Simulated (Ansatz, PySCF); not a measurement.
Breaking a bond: SH (cation, charge +1), lowest singlet found (which spin is the ground state isn't settled by this scan).

Methods: RCCSD = CCSD on RHF/cc-pVTZ, frozen core (Ansatz, a first-principles code); RKS-B3LYP/6-31G* = PySCF with restricted B3LYP/6-31G*, spherical d; FCI = Ansatz with full CI/cc-pVTZ, frozen core.

Energies are in kcal/mol, each relative to the lowest point of its own curve between 1.12 and 1.63 Å, where full CI is lowest.

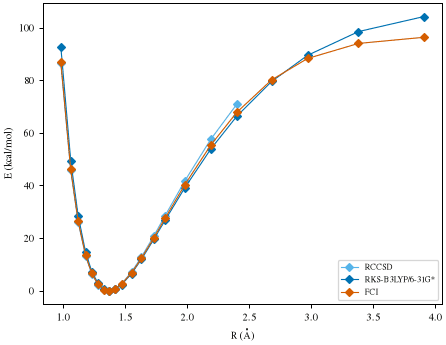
*Energy against bond length for each method.*

| R / Å | RCCSD | RKS-B3LYP/6-31G* | FCI |
|---|---|---|---|
| 0.98 | 86.6 | 92.8 | 87.0 |
| 1.06 | 45.7 | 49.4 | 46.1 |
| 1.12 | 26.1 | 28.4 | 26.3 |
| 1.18 | 13.2 | 14.6 | 13.4 |
| 1.23 | 6.3 | 7.2 | 6.5 |
| 1.28 | 2.3 | 2.8 | 2.4 |
| 1.33 | 0.3 | 0.5 | 0.4 |
| 1.37 | 0.0 | 0.0 | 0.0 |
| 1.42 | 0.8 | 0.6 | 0.7 |
| 1.47 | 2.6 | 2.3 | 2.4 |
| 1.55 | 7.1 | 6.5 | 6.7 |
| 1.63 | 12.8 | 11.9 | 12.3 |
| 1.73 | 20.8 | 19.5 | 20.1 |
| 1.82 | 28.4 | 26.7 | 27.4 |
| 1.98 | 41.7 | 39.1 | 40.3 |
| 2.19 | 57.6 | 53.9 | 55.4 |
| 2.40 | 70.9 | 66.4 | 67.8 |
| 2.68 | — | 79.5 | 80.1 |
| 2.97 | — | 89.5 | 88.3 |
| 3.38 | — | 98.5 | 94.0 |
| 3.91 | — | 104.2 | 96.3 |

At the longest distance, 3.91 Å, RKS-B3LYP/6-31G* lies highest above its minimum (104.2 kcal/mol) and FCI lowest (96.3 kcal/mol).

Dashes: no converged value, or the column stops at the first point that the program doubted or that broke a chosen test of continuity, which isn't proof of a fault.

The scan ran from 0.98 to 4.60 Å; beyond the distances shown full CI changes its symmetry label. The T1 diagnostic of CCSD on the restricted reference of RCCSD exceeds 0.045 at 2.68 to 3.91 Å. The restricted form behind RKS-B3LYP/6-31G* keeps the bonding electrons paired and can't separate into open-shell fragments. Also computed but left out beside FCI, since their determinant holds another spin at the minimum (<S²> over 0.7 above the pure value): UHF, UMP2, UCCSD, UCCSD(T), UKS-PBE, UKS-B3LYP, UKS-B3LYP/6-31G*, UHF/3-21G, UHF/LANL2DZ, UKS-LDA (SVWN5)/6-31G*.
